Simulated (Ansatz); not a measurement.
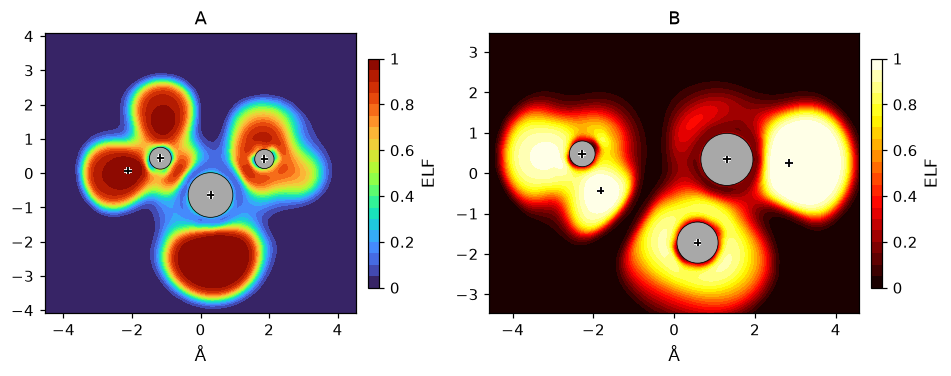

The electron localisation function of 2 systems, each on a plane through atoms (crosses mark nuclei in the plane; grey discs cover the cores).

All numbers below come from RKS B3LYP-D4/def2-SVP in Ansatz.

System 1: ClGeH3···NH3, the plane of atoms Cl4, Ge1 and H5. 

```xyz
9

Ge   -0.1770   -0.3489   -0.1256
H    -0.4226   -0.3770    1.3905
H     1.3108   -0.1884   -0.4721
Cl   -1.2454    1.3710   -0.9472
H    -0.7757   -1.5898   -0.8101
N     1.1644    2.5842    1.4395
H     1.9220    2.0319    1.0385
H     0.4642    2.6985    0.7059
H     0.7328    2.0105    2.1648
```

System 2: GaH4NO···HF, the plane of atoms O2, Ga1 and N4. 

```xyz
9

Ga   -0.0423    0.1734   -0.0928
O     0.0944   -0.1059    1.7728
H    -0.6651   -0.5173    2.2044
N     1.5498   -0.1784   -0.8893
H     2.4071   -0.1737   -0.3455
H     1.7307    0.0553   -1.8602
H    -1.4568    0.1946   -0.7326
F     0.0942    2.0936    1.0097
H     0.1001    1.3314    1.6838
```

> Which map belongs to which system?

Panel A is system 2, GaH4NO···HF: the plane holds Ga, O, N and H. Ga–N (1.81 Å): the ELF peaks at about 0.85 in the valence shell of N, 0.6 Å from its nucleus, and is about 0.30 at the midpoint. Panel B is system 1, ClGeH3···NH3: the plane holds Ge, Cl, H and N. Cl4···H8 (2.72 Å): the ELF dips to about 0.05 between them: a non-bonded, intermolecular contact.
